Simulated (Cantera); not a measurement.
A closed system holds: 1 mol SiC, 0.048 mol N2O, 420 mol N2, 0.47 mol O2, at 7500 Pa.

These are equilibrium values from Cantera (NASA tables, ideal gas, pure condensed phases), not measurements of a reactor. Candidate condensed phases: C, Si, SiC, SiO2, Si2N2O, Si3N4; 34 gas species. Mutual solubility and eutectic melting of coexisting phases are not modelled. Rates play no part.

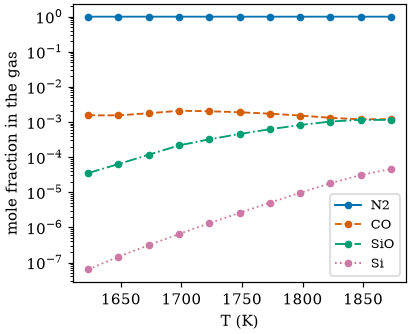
Equilibrium gas composition (values under 1e-9 drawn at 1e-9)

Q: Read off the mole fractions at 1773 K.

A: N2 about 1.00, CO about 0.0017, SiO about 0.00062, Si about 5.1e-6.
